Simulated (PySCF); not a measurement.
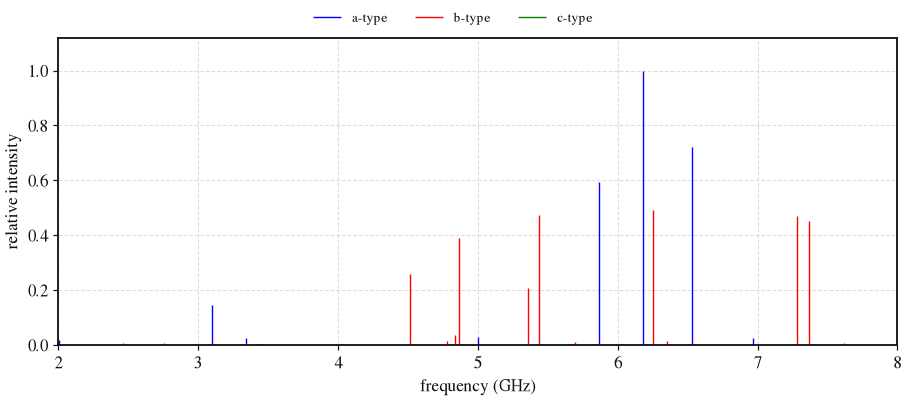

CH₆NOPSi, SMILES NC(=O)[SiH2]P. Simulated rotational absorption lines between 2 and 8 GHz at 1.5 K: rigid rotor with the equilibrium constants and dipole of one optimised conformer (PBE0-D3(BJ)/def2-SVP, PySCF), commonest isotopes; no centrifugal distortion, hyperfine structure, internal rotation or nuclear-spin weights; lines within 1 MHz of each other are summed. Lines of different type are drawn apart.

What are the rotational constants, and what kind of rotor is it?

Answer. Rotational constants A, B, C = 5.898, 1.717, 1.383 GHz; Ray's κ = −0.85, an asymmetric top on the prolate side.

Assign the strongest lines, as J(Ka,Kc).

Answer.
```
 GHz   upper   lower  type  relative intensity
6.18  2(0,2)  1(0,1)     a                1.00
6.53  2(1,1)  1(1,0)     a                0.72
5.86  2(1,2)  1(1,1)     a                0.59
6.25  4(1,3)  4(0,4)     b                0.49
5.44  3(1,2)  3(0,3)     b                0.47
7.28  1(1,1)  0(0,0)     b                0.47
7.36  5(1,4)  5(0,5)     b                0.45
4.87  2(1,1)  2(0,2)     b                0.39
```

Known limits of this run: coarse grid, loose stop and no frequency check, small forces are noise and the end may be a saddle.
